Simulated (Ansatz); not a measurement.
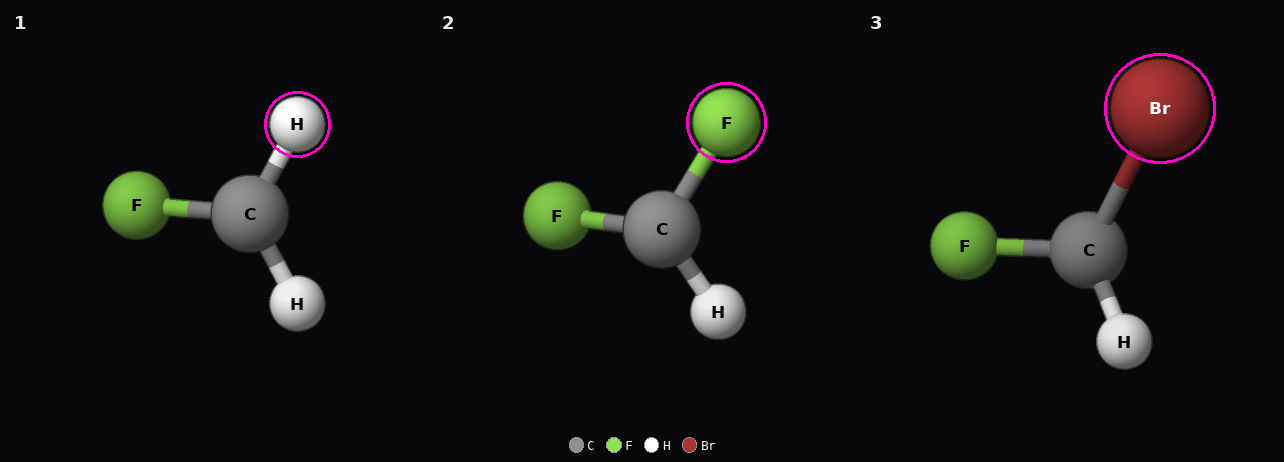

3 molecules with one skeleton, seen from the same side and at one scale; the atom that differs is circled. Each species is neutral and a spin doublet. Computed geometries: PBE0-D4/def2-TZVP optimisations, one conformation each. Properties computed with Ansatz 0.2.0.

One atom differs, called X below: H in panel 1, F in panel 2, Br in panel 3. Their formulas are CH2F (`[CH2]F`), CHF2 (`F[CH]F`), CHBrF (`F[CH]Br`).

Question: Rank them by the harmonic zero-point energy, lowest first (PBE0-D4/def2-TZVP).

Answer: 3 (Br), 2 (F), 1 (H).

Question: Rank them by the angle X–C–H, lowest first (PBE0-D4/def2-TZVP).

Answer: 2 (F), 3 (Br), 1 (H).

Give the values. With PBE0-D4/def2-TZVP: length of X–C (Å), angle X–C–H (°), dipole moment (D), harmonic zero-point energy (kJ/mol).

| quantity | 1 (H) | 2 (F) | 3 (Br) |
| --- | --- | --- | --- |
| length of X–C (Å) | 1.082 | 1.321 | 1.863 |
| angle X–C–H (°) | 124.6 | 114.2 | 116.6 |
| dipole moment (D) | 1.30 | 1.33 | 1.10 |
| harmonic zero-point energy (kJ/mol) | 64.8 | 50.6 | 44.5 |
